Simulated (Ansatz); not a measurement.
Geometry relaxation, with input and output: AlH2ClOF2

The run: geometry relaxation of AlH2ClOF2. Method and program: RKS PBE0-D4/6-31G* (Ansatz 0.2.0).

The input holds or restrains some coordinates. Forces given for the steps count only the free coordinates. It belongs to a series of runs on one base structure; here: pulled along the bonds that form and break, towards end B.

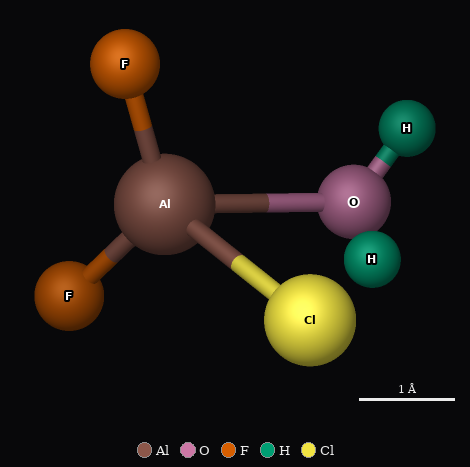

Fig. 1: The structure as given in the input (ball-and-stick view, seen at a tilt). Sticks mark near contacts.

Input:
```yaml
crystal:
  periodic: [false, false, false]
  atoms:
    - { symbol: Al, position_ang: [-0.4441, -0.8587, 0.1608] }
    - { symbol: O, position_ang: [-0.2087, 1.1649, -0.614] }
    - { symbol: F, position_ang: [-0.9128, -1.8838, -1.0218] }
    - { symbol: F, position_ang: [-1.0895, -0.8446, 1.6654] }
    - { symbol: H, position_ang: [0.9862, 0.8358, -0.3334] }
    - { symbol: Cl, position_ang: [2.1081, -0.3699, 0.2719] }
    - { symbol: H, position_ang: [-0.4391, 1.9564, -0.1288] }
basis:
  gaussian: { orbitals: "6-31G*" }
hamiltonian:
  xc: pbe0
  dispersion: d4
relax:
  f_tol: 0.15
  max_steps: 25
  restrain:
    - { distance: [0, 5], at: 2.23, k: 30.0 }
    - { distance: [4, 1], at: 0.97, k: 30.0 }
    - { distance: [0, 1], at: 3.17, k: 30.0 }
    - { distance: [4, 5], at: 2.63, k: 30.0 }
output:
  orbitals: {}
```

Hardware: 2 threads of AMD EPYC 7571, 16 GiB of memory available, shared host.

Command:
```bash
ansatz run input.yaml --threads 2 --pin off --max-ram 3072MiB --backend cpu --events-out ev --progress --plain --runs-dir out
```

Output:
```
The last accepted step is kept in [file] (removed where the run ends without a failure and the disk answers)
Engine: ansatz 0.2.0, x86_64-unknown-linux-gnu
Functional definition: PBE0
  parameter a = 0.25
  parameter kappa = 0.804
  parameter beta = 0.06672455060314922
  exchange = (1 - a)*pbe_x(kappa = kappa, mu = beta*pi^2/3) + a*exact_x
  correlation = pbe_c(beta = beta)
829 factors; integrals over basis functions are off by at most 5.9e-4 eV
mean field evaluation 1: about -26616.4005 eV, gradient 6.0e1 eV
mean field evaluation 2: about -26607.1416 eV, gradient 9.7e1 eV
mean field evaluation 4: about -26622.3326 eV, gradient 3.2e0 eV
mean field evaluation 8: about -26622.3677 eV, gradient 3.2e-2 eV
mean field -26622.36773444 eV, -978.3539689518 hartree, gradient 2.0e-5 eV, S^2 0.000000; 0 other end points of the search recorded, 0 dependent functions left out
the calculation of the forces begins
reference -26622.36776974 eV, -978.3539702488 hartree; 29, 29 occupied and 58, 58 virtual orbitals, 829 factors
relax step   1: F+E_penalty+E_count = -26622.47857052 eV  Δ(F+E_penalty+E_count) = +0.000e0 eV  max|allowed force component| = 3.454e0 eV/Å  E_restraint = 29.62803503 eV  max|allowed force component, restraints' pulls added| = 2.762e1 eV/Å  Δτ_max = 0.0000 Å  (25 SCF iters, accepted)
  distance Al 0 - Cl 5 = 2.6010 Å
  distance H 4 - O 1 = 1.2708 Å
  distance Al 0 - O 1 = 2.1796 Å
  distance H 4 - Cl 5 = 1.7546 Å
these checks for a lower state are left out or cut short: starts, cluster_reference, orbital_swaps, neighbouring_geometries, increment
829 factors; integrals over basis functions are off by at most 4.0e-4 eV
mean field evaluation 16: about -26621.8018 eV, gradient 1.3e1 eV
mean field -26622.56703284 eV, -978.3612930330 hartree, gradient 9.9e-6 eV, S^2 0.000000; 0 other end points of the search recorded, 0 dependent functions left out
the calculation of the forces begins
reference -26622.56706762 eV, -978.3612943110 hartree; 29, 29 occupied and 58, 58 virtual orbitals, 829 factors
relax step   2: F+E_penalty+E_count = -26622.67988759 eV  Δ(F+E_penalty+E_count) = -2.013e-1 eV  max|allowed force component| = 3.939e0 eV/Å  E_restraint = 13.46097298 eV  max|allowed force component, restraints' pulls added| = 1.673e1 eV/Å  Δτ_max = 0.1949 Å  (28 SCF iters, accepted)
  distance Al 0 - Cl 5 = 2.5054 Å
  distance H 4 - O 1 = 1.1028 Å
  distance Al 0 - O 1 = 2.4767 Å
  distance H 4 - Cl 5 = 2.0615 Å
these checks for a lower state are left out or cut short: starts, cluster_reference, orbital_swaps, neighbouring_geometries, increment
829 factors; integrals over basis functions are off by at most 4.0e-4 eV
mean field -26622.80255881 eV, -978.3699484525 hartree, gradient 1.2e-5 eV, S^2 0.000000; 0 other end points of the search recorded, 0 dependent functions left out
the calculation of the forces begins
reference -26622.80259292 eV, -978.3699497061 hartree; 29, 29 occupied and 58, 58 virtual orbitals, 829 factors
relax step   3: F+E_penalty+E_count = -26622.91800395 eV  Δ(F+E_penalty+E_count) = -2.381e-1 eV  max|allowed force component| = 2.449e0 eV/Å  E_restraint = 3.73024832 eV  max|allowed force component, restraints' pulls added| = 9.254e0 eV/Å  Δτ_max = 0.1950 Å  (28 SCF iters, accepted)
  distance Al 0 - Cl 5 = 2.3776 Å
  distance H 4 - O 1 = 0.9618 Å
  distance Al 0 - O 1 = 2.7806 Å
  distance H 4 - Cl 5 = 2.3557 Å
these checks for a lower state are left out or cut short: starts, cluster_reference, orbital_swaps, neighbouring_geometries, increment
829 factors; integrals over basis functions are off by at most 6.0e-4 eV
mean field evaluation 32: about -26622.9085 eV, gradient 2.8e-1 eV
mean field -26622.90886369 eV, -978.3738550847 hartree, gradient 2.5e-5 eV, S^2 0.000000; 0 other end points of the search recorded, 0 dependent functions left out
the calculation of the forces begins
reference -26622.90889776 eV, -978.3738563367 hartree; 29, 29 occupied and 58, 58 virtual orbitals, 829 factors
relax step   4: F+E_penalty+E_count = -26623.02147559 eV  Δ(F+E_penalty+E_count) = -1.035e-1 eV  max|allowed force component| = 2.186e0 eV/Å  E_restraint = 0.14457289 eV  max|allowed force component, restraints' pulls added| = 3.192e0 eV/Å  Δτ_max = 0.1943 Å  (28 SCF iters, accepted)
  distance Al 0 - Cl 5 = 2.2046 Å
  distance H 4 - O 1 = 0.9310 Å
  distance Al 0 - O 1 = 3.0846 Å
  distance H 4 - Cl 5 = 2.6170 Å
these checks for a lower state are left out or cut short: starts, cluster_reference, orbital_swaps, neighbouring_geometries, increment
829 factors; integrals over basis functions are off by at most 6.1e-4 eV
mean field -26622.97223751 eV, -978.3761840297 hartree, gradient 1.3e-5 eV, S^2 0.000000; 0 other end points of the search recorded, 0 dependent functions left out
the calculation of the forces begins
reference -26622.97227205 eV, -978.3761852992 hartree; 29, 29 occupied and 58, 58 virtual orbitals, 829 factors
relax step   5: F+E_penalty+E_count = -26623.08360928 eV  Δ(F+E_penalty+E_count) = -6.213e-2 eV  max|allowed force component| = 2.415e0 eV/Å  E_restraint = 0.04711669 eV  max|allowed force component, restraints' pulls added| = 1.284e0 eV/Å  Δτ_max = 0.1989 Å  (27 SCF iters, accepted)
  distance Al 0 - Cl 5 = 2.1827 Å
  distance H 4 - O 1 = 0.9617 Å
  distance Al 0 - O 1 = 3.1486 Å
  distance H 4 - Cl 5 = 2.6493 Å
these checks for a lower state are left out or cut short: starts, cluster_reference, orbital_swaps, neighbouring_geometries, increment
829 factors; integrals over basis functions are off by at most 5.8e-4 eV
mean field -26622.97825215 eV, -978.3764050636 hartree, gradient 1.0e-5 eV, S^2 0.000000; 0 other end points of the search recorded, 0 dependent functions left out
the calculation of the forces begins
reference -26622.97828697 eV, -978.3764063432 hartree; 29, 29 occupied and 58, 58 virtual orbitals, 829 factors
relax step   6: F+E_penalty+E_count = -26623.08936108 eV  Δ(F+E_penalty+E_count) = -5.752e-3 eV  max|allowed force component| = 1.715e0 eV/Å  E_restraint = 0.03667762 eV  max|allowed force component, restraints' pulls added| = 1.513e0 eV/Å  Δτ_max = 0.1945 Å  (28 SCF iters, accepted)
  distance Al 0 - Cl 5 = 2.1917 Å
  distance H 4 - O 1 = 0.9810 Å
  distance Al 0 - O 1 = 3.1419 Å
  distance H 4 - Cl 5 = 2.6384 Å
these checks for a lower state are left out or cut short: starts, cluster_reference, orbital_swaps, neighbouring_geometries, increment
829 factors; integrals over basis functions are off by at most 5.8e-4 eV
mean field -26623.05309088 eV, -978.3791553362 hartree, gradient 1.1e-5 eV, S^2 0.000000; 0 other end points of the search recorded, 0 dependent functions left out
the calculation of the forces begins
reference -26623.05312602 eV, -978.3791566278 hartree; 29, 29 occupied and 58, 58 virtual orbitals, 829 factors
relax step   7: F+E_penalty+E_count = -26623.16346930 eV  Δ(F+E_penalty+E_count) = -7.411e-2 eV  max|allowed force component| = 1.288e0 eV/Å  E_restraint = 0.03538263 eV  max|allowed force component, restraints' pulls added| = 1.068e-1 eV/Å  Δτ_max = 0.2000 Å  (27 SCF iters, accepted)
  distance Al 0 - Cl 5 = 2.1862 Å
  distance H 4 - O 1 = 0.9690 Å
  distance Al 0 - O 1 = 3.1497 Å
  distance H 4 - Cl 5 = 2.6347 Å
829 factors; integrals over basis functions are off by at most 5.8e-4 eV
mean field evaluation 64: about -26623.0369 eV, gradient 5.3e-1 eV
```

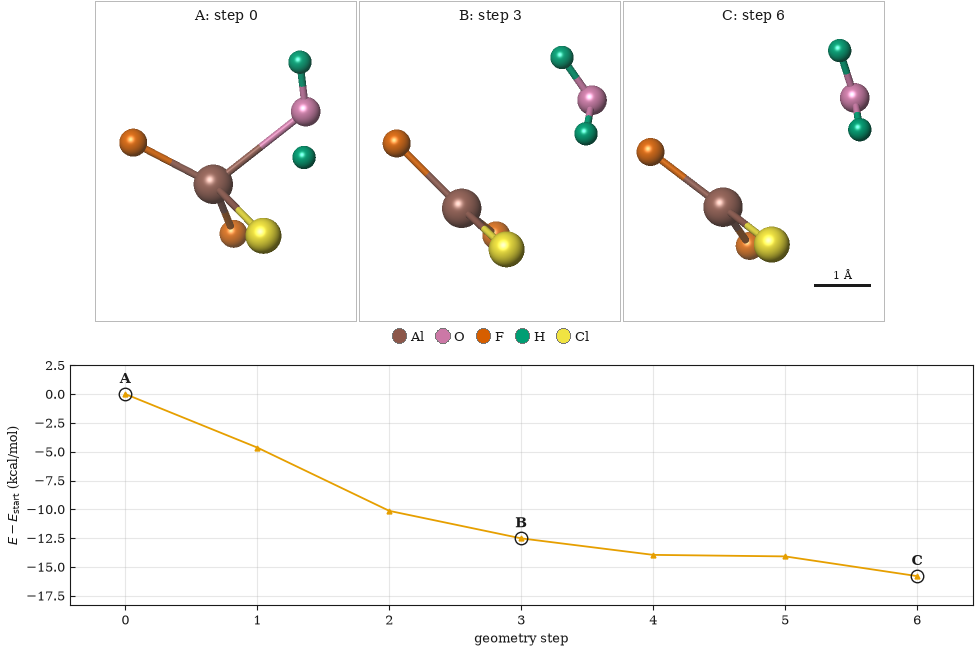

Fig. 2: Frames of the restrained relaxation (ball-and-stick view, seen at a tilt) above the curves, on which the letters mark them (the first geometry is step 0 here and step 1 in the log).

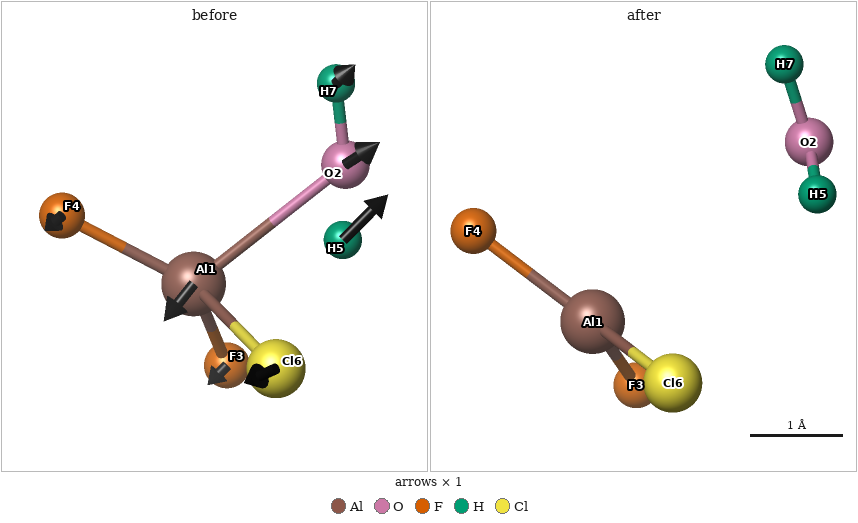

Fig. 3: Before (left) and after (right) the restrained relaxation, at one scale (ball-and-stick view, seen at a tilt). The black arrows give the displacements, at true length. The energy falls by 15.8 kcal/mol in 6 geometry steps. The largest force component goes from 3.5 to 1.3 eV/Å. H5 moves most after the best rigid fit: 0.70 Å. Largest moves by element: H 0.70 Å, Al 0.53 Å, Cl 0.50 Å, O 0.49 Å, F 0.31 Å. Among the contacts that change: Al1–O2 2.180 → 3.150 Å, Al1–Cl6 2.601 → 2.186 Å, O2–H5 1.271 → 0.969 Å, O2–H7 0.957 → 0.963 Å. New bonds form: O2–H5 (1.27 → 0.97 Å). Bonds break: Al1–O2 (2.18 → 3.15 Å). Among the angles that change: F4–Al1–Cl6 110.2° → 118.9°, F3–Al1–Cl6 115.5° → 119.5°, F3–Al1–F4 123.9° → 120.7°. (Atoms are counted from 1 in the order of the input.)

```
mean field -26623.05309088 eV, -978.3791553362 hartree, gradient 1.1e-5 eV, S^2 0.000000; 1 other end points of the search recorded, 0 dependent functions left out
the calculation of the forces begins
reference -26623.05312602 eV, -978.3791566278 hartree; 29, 29 occupied and 58, 58 virtual orbitals, 829 factors
Total energy: -26623.16350444 eV, -978.3832129599 hartree
Atom 0 at    -0.260696    -1.327234     0.357619 Å, force     1.287791     0.817684    -0.270894 eV/Å
Atom 1 at    -0.097287     1.608599    -0.771340 Å, force     0.011221    -0.617938     0.161801 eV/Å
Atom 2 at    -0.859399    -2.183716    -0.903301 Å, force     0.013349     0.045648     0.045886 eV/Å
Atom 3 at    -1.137791    -1.130429     1.726372 Å, force    -0.001293     0.055087    -0.022411 eV/Å
Atom 4 at     0.852130     1.483796    -0.622990 Å, force    -0.039764     0.039598    -0.081599 eV/Å
Atom 5 at     1.847586    -0.748922     0.359768 Å, force    -1.189578    -0.442820     0.060451 eV/Å
Atom 6 at    -0.344444     2.298006    -0.146028 Å, force    -0.081727     0.102741     0.106765 eV/Å
Dipole moment:     0.081692     0.390969     0.190214 e Å
```

Trajectory as extended XYZ (Å, eV, eV/Å), 7 frames, from step=1 to step=7:
```
7
Properties=species:S:1:pos:R:3:forces:R:3 step=1 energy=-26622.47857
Al   -0.4441   -0.8587    0.1608    1.7445   2.3303  -0.4620
O    -0.2087    1.1649   -0.6140    2.7047  -3.4543   0.6493
F    -0.9128   -1.8838   -1.0218    0.0640  -0.0036  -0.0139
F    -1.0895   -0.8446    1.6654   -0.0200   0.0000  -0.0172
H     0.9862    0.8358   -0.3334   -2.3416   0.9949  -0.5515
Cl    2.1081   -0.3699    0.2719   -2.0176  -0.2105  -0.2407
H    -0.4391    1.9564   -0.1288   -0.1339   0.3432   0.6360
7
Properties=species:S:1:pos:R:3:forces:R:3 step=2 energy=-26622.67989
Al   -0.3492   -0.9972    0.2248    2.2142   1.6997  -0.4862
O    -0.1559    1.2966   -0.6889    3.0677  -3.9392   0.1075
F    -0.9157   -1.8900   -1.0238    0.0849  -0.0151   0.1087
F    -1.0952   -0.8477    1.6732   -0.0243   0.0004  -0.0174
H     0.8546    0.9644   -0.3976   -2.7264   1.7125  -0.8265
Cl    2.1057   -0.5065    0.3242   -2.4195  -0.5568  -0.1148
H    -0.4442    1.9804   -0.1118   -0.1965   1.0985   1.2287
7
Properties=species:S:1:pos:R:3:forces:R:3 step=3 energy=-26622.91800
Al   -0.2489   -1.1484    0.2961    1.8209   1.3353  -0.6092
O    -0.1142    1.4189   -0.7634   -0.4481  -1.6096  -0.4691
F    -0.9129   -1.8884   -1.0218    0.3209   0.0611   0.5245
F    -1.0960   -0.8456    1.6740    0.1872  -0.1298  -0.2276
H     0.7478    1.1102   -0.4686    0.7459   0.4150   0.0923
Cl    2.0735   -0.6452    0.3742   -2.4490  -0.6814  -0.0470
H    -0.4490    1.9987   -0.0904   -0.1778   0.6093   0.7361
7
Properties=species:S:1:pos:R:3:forces:R:3 step=4 energy=-26623.02148
Al   -0.1721   -1.2825    0.3572    0.7520   1.1274  -0.5659
O    -0.1052    1.5619   -0.8342   -2.1859  -0.0004  -0.0433
F    -0.8859   -1.9122   -0.9963    0.3744  -0.0204   0.6155
F    -1.0775   -0.8629    1.6737    0.2832  -0.2511  -0.3007
H     0.7393    1.2806   -0.5615    2.1445  -0.3407   0.5272
Cl    1.9787   -0.8032    0.4236   -1.4974  -0.4957  -0.0142
H    -0.4771    2.0184   -0.0624    0.1292  -0.0190  -0.2187
7
Properties=species:S:1:pos:R:3:forces:R:3 step=5 energy=-26623.08361
Al   -0.2286   -1.2690    0.3268    2.4147   1.2625   0.1380
O    -0.0809    1.6504   -0.8432   -0.5646  -0.6203   0.3484
F    -0.8710   -2.0768   -0.8858   -0.5865  -0.8353  -1.2843
F    -1.0872   -0.9845    1.6548   -0.6110   0.2995   0.9412
H     0.8099    1.3950   -0.5861    0.4376   0.1356   0.0476
Cl    1.9039   -0.8089    0.3961   -1.2245  -0.2875  -0.0578
H    -0.4459    2.0939   -0.0624    0.1343   0.0456  -0.1332
7
Properties=species:S:1:pos:R:3:forces:R:3 step=6 energy=-26623.08936
Al   -0.2117   -1.3636    0.3397    1.5053   1.5135   0.0564
O    -0.1308    1.5722   -0.7765    0.1244   0.7763   1.7149
F    -0.8711   -2.1578   -0.9053   -0.1563  -0.4486  -0.4537
F    -1.1117   -0.9530    1.6378   -0.0817  -0.0751   0.2241
H     0.8130    1.4227   -0.5548   -0.4762   0.1072  -0.2898
Cl    1.9054   -0.7971    0.3620   -1.2575  -0.5281   0.0131
H    -0.3930    2.2767   -0.1028    0.3420  -1.3452  -1.2650
7
Properties=species:S:1:pos:R:3:forces:R:3 step=7 energy=-26623.16347
Al   -0.2607   -1.3272    0.3576    1.2878   0.8177  -0.2709
O    -0.0973    1.6086   -0.7713    0.0112  -0.6179   0.1618
F    -0.8594   -2.1837   -0.9033    0.0133   0.0456   0.0459
F    -1.1378   -1.1304    1.7264   -0.0013   0.0551  -0.0224
H     0.8521    1.4838   -0.6230   -0.0398   0.0396  -0.0816
Cl    1.8476   -0.7489    0.3598   -1.1896  -0.4428   0.0605
H    -0.3444    2.2980   -0.1460   -0.0817   0.1027   0.1068
```

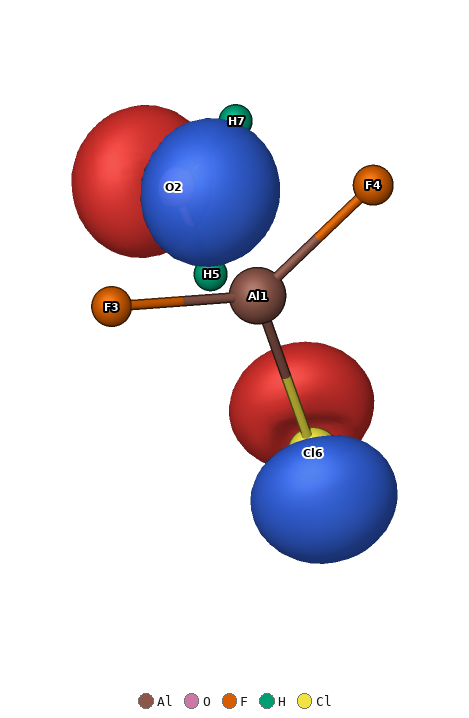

Fig. 4: One frontier orbital at ±0.2 Å⁻³ᐟ² (blue and red are the two phases), seen at an oblique angle. The HOMO, at −9.23 eV.

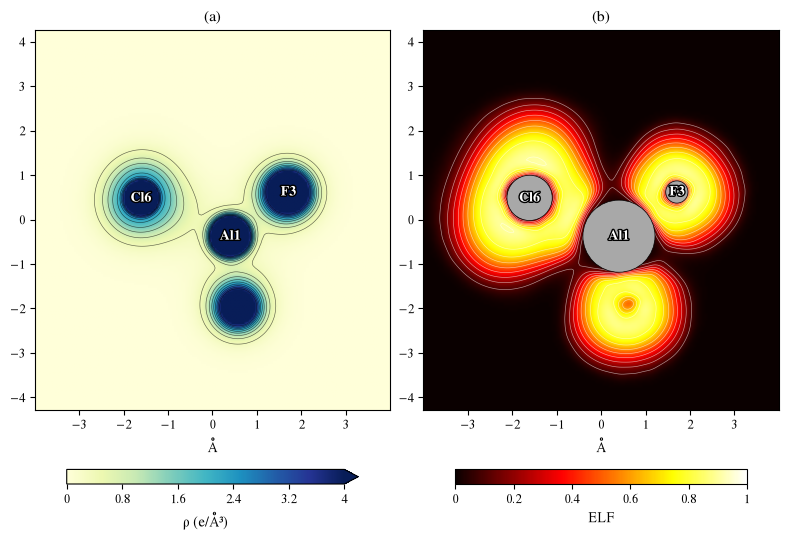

Fig. 5: (a) total electron density; (b) electron localisation function on the plane of atoms F3, Al1 and Cl6. Grey discs, where drawn, cover atomic cores. The section cuts through Al, F and Cl sites. Al–F (1.64 Å): ρ at the midpoint is about 0.9 e/Å³; the ELF peaks at about 0.80 in the valence shell of F, 0.6 Å from its nucleus, and is about 0.30 at the midpoint. Al–Cl (2.19 Å): ρ at the midpoint is about 0.64 e/Å³; the ELF peaks at about 0.90 in the valence shell of Cl, 1.0 Å from its nucleus, and is about 0.85 at the midpoint.

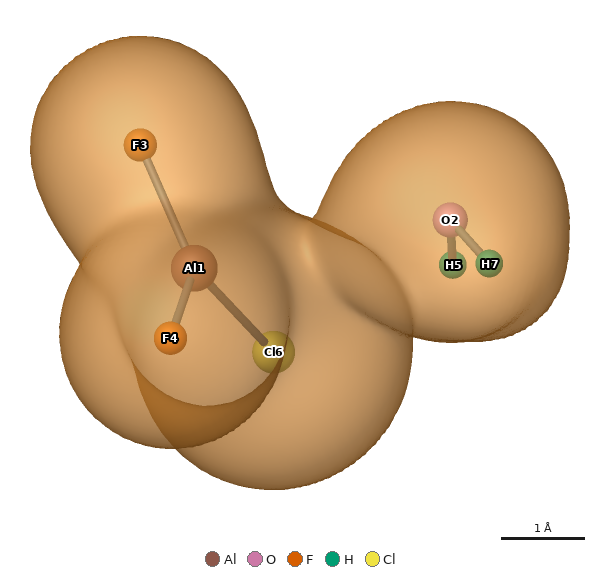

Fig. 6: Isosurface of the electron density at 0.04 e/Å³ (orange), seen from the side. At this value the surface is in one piece. On the grid the lowest density along these lines, outside the cores, is 0.05 e/Å³ (Al···O, 3.15 Å), 0.76 e/Å³ (Al–F, 1.64 Å), 0.44 e/Å³ (Al–Cl, 2.19 Å) and 2.3 e/Å³ (O–H, 0.96 Å).

Results in brief:

| quantity | value |
| --- | --- |
| outcome | converged under the restraints of the input |
| total energy | −26623.1635 eV |
| mean-field energy | −26623.0531 eV |
| largest force (length of the vector) at the end, held atoms and coordinates included | 1.549 eV/Å |
| wall time | 37 s (CPU time 70 s) |
| peak memory | 0.19 GiB |
